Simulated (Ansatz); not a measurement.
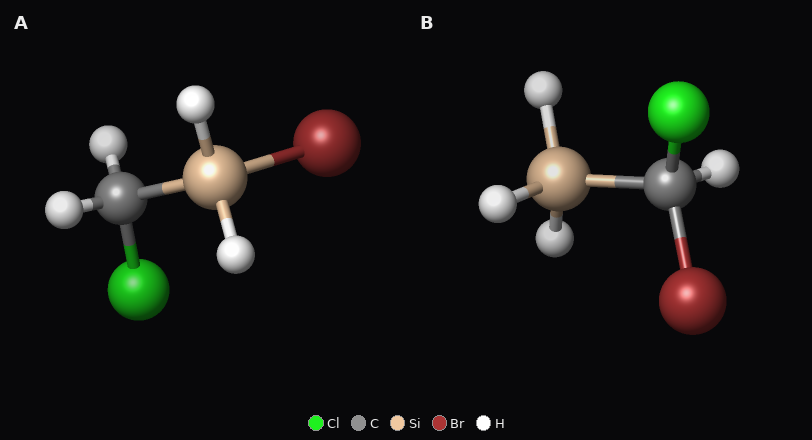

2 stationary structures of one formula. Geometries: PBE0-D4/def2-TZVP. Electronic energies: CCSD(T)/CBS (MP2 limit from def2-TZVPP and def2-QZVPP plus CCSD(T) − MP2) (Ansatz 0.2.0), without zero-point energy. No frequency run is at hand to confirm each as a minimum. Each is one conformer, not always the lowest.

Which structure is the most stable?

A is lowest (C1); B lies 1.634 eV above it (C1). A is `ClC[SiH2]Br`, B is `[SiH3][C@@H](Cl)Br`.
